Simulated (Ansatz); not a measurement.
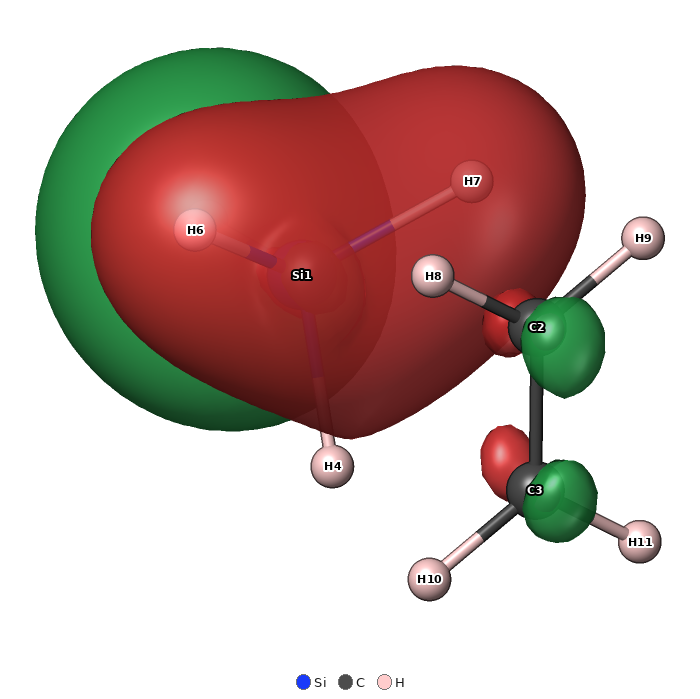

Figure. SiH$_{4}$···C$_{2}$H$_{4}$. The HOMO−1 at ±0.08 Å⁻³ᐟ² (green and red are the two phases), seen at an oblique angle.

The product side of a reaction path; geometry: PBE0-D4/def2-TZVP.

The calculation used Ansatz, RKS PBE0-D4/def2-TZVPP.

Input

```
crystal:
  periodic: [false, false, false]
  atoms:
    - {symbol: Si, position_ang: [0.425116, 1.941315, 0.016114]}
    - {symbol: C, position_ang: [-0.005698, -1.716529, 0.540918]}
    - {symbol: C, position_ang: [-0.705058, -1.531094, -0.567268]}
    - {symbol: H, position_ang: [-0.429110, 1.638036, -1.159035]}
    - {symbol: H, position_ang: [0.741430, 3.394443, 0.024954]}
    - {symbol: H, position_ang: [-0.296047, 1.595256, 1.265929]}
    - {symbol: H, position_ang: [1.690498, 1.170932, -0.068663]}
    - {symbol: H, position_ang: [-0.461051, -1.634692, 1.521946]}
    - {symbol: H, position_ang: [1.051807, -1.956089, 0.513423]}
    - {symbol: H, position_ang: [-1.762250, -1.290032, -0.539953]}
    - {symbol: H, position_ang: [-0.249536, -1.611450, -1.548362]}
basis:
  gaussian: {orbitals: def2-TZVPP}
hamiltonian: {xc: pbe0, dispersion: d4}
output: {orbitals: {seedname: orbitals}}
```

Run with:

```sh
ansatz run in.yaml --threads 2 --pin off --events-out ev --progress --plain --max-ram 4352MiB
```

### What is the character of this orbital?

It lies mainly on Si1 (about 40 %), H5 (about 35 %), H6 (about 10 %) and H7 (about 10 %). Its energy is −9.71 eV.
